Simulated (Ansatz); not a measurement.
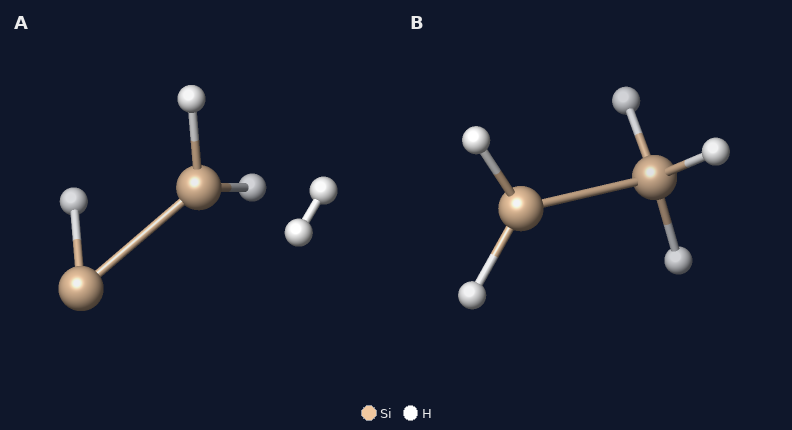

2 stationary structures of one formula. State: charge +1, singlet. Geometries: PBE0-D4/def2-TZVP. Electronic energies: RHF-CCSD(T) (frozen core)/def2-TZVPP (Ansatz 0.2.0), without zero-point energy. No frequency run is at hand to confirm each as a minimum. Each is one conformer, not always the lowest.

### Which structure is the most stable?

B is lowest (Cs); A lies 38.6 kcal/mol above it (Cs).
